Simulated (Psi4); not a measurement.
# PBE0/def2-SVPD (core potential, sweep point 2) run of SnNH5 (Sn(NH2)H3)

What is the vertical electron affinity of SnNH5 (Sn(NH2)H3) at PBE0/def2-SVPD (core potential, sweep point 2)? 

The calculation is run with Psi4 1.11.

## (1) The structure to begin with

SnNH5: 7 atoms, total charge 0, spin state singlet. As SMILES, `[H][Sn]([H])([H])[NH2]`. Geometry: a GFN2-xTB relaxation, a rough one for these elements and not checked as a minimum.

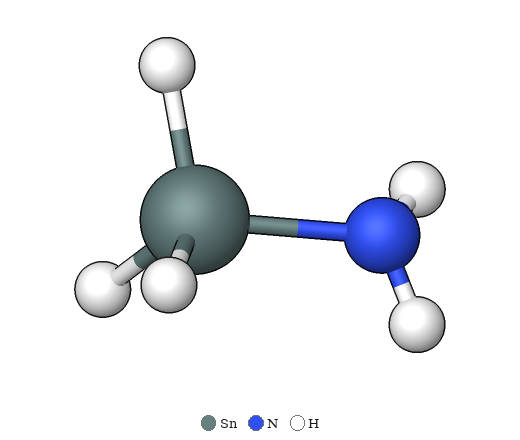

The structure, seen from a chosen angle (tin teal, nitrogen blue, hydrogen white).

## (2) A single-point energy at PBE0/def2-SVPD (core potential, sweep point 2)

Input file job.py:

```python
import psi4

psi4.set_memory('1600 MB')
psi4.set_num_threads(1)
psi4.set_output_file('output.dat', False)

m = psi4.geometry("""
0 1
Sn    -0.002930     0.001590    -0.763630
N      0.111900     0.224860     1.218650
H      0.691400    -0.443590     1.706560
H     -0.767260     0.270880     1.712930
H      1.563610    -0.007840    -1.282300
H     -0.813190     1.336030    -1.296130
H     -0.783530    -1.381930    -1.296080
units angstrom
symmetry c1
""")

psi4.set_options({
    'basis': 'def2-SVPD',
    'reference': 'rks',
    'puream': True,
    'scf_type': 'pk',
    'dft_radial_points': 99,
    'dft_spherical_points': 590,
})

result, w = psi4.energy("PBE0", return_wfn=True)
print('E =', round(result, 9))
for k, v in sorted(psi4.core.scalar_variables().items()):
    print(f'{k:45s} {v:18.10f}')
```

Command:

```
python job.py
```

output.dat, cut to the lines that bear on the results:

```text
[...]
    !!!  WARNING: ECP capability is in beta. Please check occupations closely.  !!!
[...]
  Running in c1 symmetry.
[...]
  Nuclear repulsion =   83.690365640723101
[...]
  Multiplicity = 1
[...]
  Nalpha       = 17
  Nbeta        = 17
[...]
    Number of basis functions: 92
[...]
   @RKS iter   1:  -271.56720840761949   -9.75922e-01   9.16391e-03 DIIS/ADIIS
[...]
   @RKS iter   8:  -271.91940841786891   -8.87593e-09   2.49264e-07 DIIS
[...]
    Orbital Energies [Eh]
    ---------------------
    Doubly Occupied:
       1A    -14.370797     2A     -5.142093     3A     -3.475654
       4A     -3.474790     5A     -3.474018     6A     -1.048510
       7A     -1.043281     8A     -1.042026     9A     -1.037146
      10A     -1.037016    11A     -0.837442    12A     -0.537380
      13A     -0.483153    14A     -0.379030    15A     -0.338759
      16A     -0.336840    17A     -0.263785
[...]
  @RKS Final Energy:  -271.91940841786891
   => Energetics <=
    Nuclear Repulsion Energy =             83.6903656407231011
    One-Electron Energy =                -620.2386724911239071
    Two-Electron Energy =                 285.0354492539364060
    DFT Exchange-Correlation Energy =     -20.4065508214045650
    Empirical Dispersion Energy =           0.0000000000000000
    VV10 Nonlocal Energy =                  0.0000000000000000
    Total Energy =                       -271.9194084178689081
[...]
 Multipole Moments:
 ------------------------------------------------------------------------------------
     Multipole            Electronic (a.u.)      Nuclear  (a.u.)        Total (a.u.)
 ------------------------------------------------------------------------------------
 L = 1.  Multiply by 2.5417464519 to convert [e a0] to [Debye]
 Dipole X            :         -0.8083185            0.6411395           -0.1671790
 Dipole Y            :         -1.5152940            1.1739807           -0.3413133
 Dipole Z            :        -18.0859877           18.1739461            0.0879584
 Magnitude           :                                                    0.3901028
[...]
```

Standard output:

```text
E = -271.919408418
CURRENT ENERGY                                   -271.9194084179
CURRENT REFERENCE ENERGY                         -271.9194084179
DD SOLVATION ENERGY                                 0.0000000000
DFT FUNCTIONAL TOTAL ENERGY                      -271.9194084179
DFT TOTAL ENERGY                                 -271.9194084179
DFT VV10 ENERGY                                     0.0000000000
DFT XC ENERGY                                     -20.4065508214
GRID ELECTRONS ALPHA                               16.9999999254
GRID ELECTRONS BETA                                16.9999999254
GRID ELECTRONS TOTAL                               33.9999998509
NUCLEAR REPULSION ENERGY                           83.6903656407
ONE-ELECTRON ENERGY                              -620.2386724911
PCM POLARIZATION ENERGY                             0.0000000000
PE ENERGY                                           0.0000000000
SCF ITERATION ENERGY                             -271.9194084179
SCF ITERATIONS                                      8.0000000000
SCF TOTAL ENERGY                                 -271.9194084179
TWO-ELECTRON ENERGY                               285.0354492539
XC GRID RADIAL POINTS                              99.0000000000
XC GRID SPHERICAL POINTS                          590.0000000000
XC GRID TOTAL POINTS                           391803.0000000000
```

Wall time 11 s (1 thread of Intel Xeon 6975P-C (Granite Rapids), shared host); peak memory 0.86 GiB.

## (3) The doublet anion

Input file h5nsn.py:

```python
import psi4

psi4.set_memory('1600 MB')
psi4.set_num_threads(1)
psi4.set_output_file('run.log', False)

mol = psi4.geometry("""
-1 2
Sn    -0.002930     0.001590    -0.763630
N      0.111900     0.224860     1.218650
H      0.691400    -0.443590     1.706560
H     -0.767260     0.270880     1.712930
H      1.563610    -0.007840    -1.282300
H     -0.813190     1.336030    -1.296130
H     -0.783530    -1.381930    -1.296080
symmetry c1
""")

psi4.set_options({
    'basis': 'def2-SVPD',
    'reference': 'uks',
    'puream': True,
    'scf_type': 'pk',
    'dft_radial_points': 99,
    'dft_spherical_points': 590,
    'maxiter': 150,
})

energy_value, wavefunction = psi4.energy('pbe0', molecule=mol, return_wfn=True)
print('E =', round(energy_value, 9))
for k, v in sorted(psi4.core.scalar_variables().items()):
    print(f'{k:45s} {v:18.10f}')
```

Command:

```
python h5nsn.py
```

run.log, cut to the lines that bear on the results:

```text
[...]
    !!!  WARNING: ECP capability is in beta. Please check occupations closely.  !!!
[...]
  Running in c1 symmetry.
[...]
  Nuclear repulsion =   83.690365640723101
[...]
  Multiplicity = 2
[...]
  Nalpha       = 18
  Nbeta        = 17
[...]
    Number of basis functions: 92
[...]
   @UKS iter   1:  -271.22766932573563   -6.36383e-01   1.13238e-02 DIIS/ADIIS
[...]
   @UKS iter  12:  -271.87614450384592   -4.14380e-07   7.54951e-07 DIIS
[...]
   @S^2 Observed:                7.507190544E-01
[...]
    Orbital Energies [Eh]
    ---------------------
    Alpha Occupied:
       1A    -14.203004     2A     -4.972243     3A     -3.305496
       4A     -3.304991     5A     -3.304345     6A     -0.878204
       7A     -0.873883     8A     -0.872904     9A     -0.867494
      10A     -0.867369    11A     -0.671727    12A     -0.372764
      13A     -0.316952    14A     -0.215578    15A     -0.176233
      16A     -0.174708    17A     -0.100431    18A      0.086505
    Alpha Virtual:
      19A      0.149296    20A      0.171237    21A      0.182456
      22A      0.185407    23A      0.206023    24A      0.227651
      25A      0.232863    26A      0.249115    27A      0.260117
[...]
  @UKS Final Energy:  -271.87614450384592
   => Energetics <=
    Nuclear Repulsion Energy =             83.6903656407231011
    One-Electron Energy =                -625.8876916019520422
    Two-Electron Energy =                 290.8185985475450366
    DFT Exchange-Correlation Energy =     -20.4974170901620525
    Empirical Dispersion Energy =           0.0000000000000000
    VV10 Nonlocal Energy =                  0.0000000000000000
    Total Energy =                       -271.8761445038459215
[...]
 Multipole Moments:
 ------------------------------------------------------------------------------------
     Multipole            Electronic (a.u.)      Nuclear  (a.u.)        Total (a.u.)
 ------------------------------------------------------------------------------------
 L = 1.  Multiply by 2.5417464519 to convert [e a0] to [Debye]
 Dipole X            :         -0.5497662            0.6411395            0.0913732
 Dipole Y            :         -1.0507254            1.1739807            0.1232554
 Dipole Z            :        -18.9720840           18.1739461           -0.7981379
 Magnitude           :                                                    0.8127516
[...]
```

On the terminal:

```text
E = -271.876144504
CURRENT ENERGY                                   -271.8761445038
CURRENT REFERENCE ENERGY                         -271.8761445038
DD SOLVATION ENERGY                                 0.0000000000
DFT FUNCTIONAL TOTAL ENERGY                      -271.8761445038
DFT TOTAL ENERGY                                 -271.8761445038
DFT VV10 ENERGY                                     0.0000000000
DFT XC ENERGY                                     -20.4974170902
GRID ELECTRONS ALPHA                               18.0000001590
GRID ELECTRONS BETA                                16.9999999294
GRID ELECTRONS TOTAL                               35.0000000885
NUCLEAR REPULSION ENERGY                           83.6903656407
ONE-ELECTRON ENERGY                              -625.8876916020
PCM POLARIZATION ENERGY                             0.0000000000
PE ENERGY                                           0.0000000000
SCF ITERATION ENERGY                             -271.8761445038
SCF ITERATIONS                                     12.0000000000
SCF TOTAL ENERGY                                 -271.8761445038
TWO-ELECTRON ENERGY                               290.8185985475
XC GRID RADIAL POINTS                              99.0000000000
XC GRID SPHERICAL POINTS                          590.0000000000
XC GRID TOTAL POINTS                           391803.0000000000
```

Wall time 21 s (1 thread of Intel Xeon 6975P-C (Granite Rapids), shared host); peak memory 0.85 GiB.

## (4) Summary of results

At PBE0/def2-SVPD (core potential, sweep point 2):

| quantity | value |
| --- | --- |
| singlet SnNH5: total energy | -271.91941 Eh |
| singlet SnNH5: dipole moment | 0.99 D |
| singlet SnNH5: HOMO energy | -7.18 eV |
| singlet SnNH5: LUMO energy | -0.07 eV |
| singlet SnNH5: HOMO–LUMO gap | 7.11 eV |
| doublet anion: total energy | -271.87614 Eh |
| doublet anion: HOMO energy (highest over α and β) | 2.35 eV |
| doublet anion: LUMO energy (lowest over α and β) | 3.76 eV |
| doublet anion: ⟨S²⟩ | 0.751 |
| vertical electron affinity (to the doublet anion) | -1.177 eV |

What this shows: The anion lies 1.18 eV (114 kJ/mol) above the neutral: the electron isn't bound at this level, and such a value depends on the basis. The HOMO (doublet anion) lies at positive energy, 2.35 eV; only total energies tell whether the electron is bound.
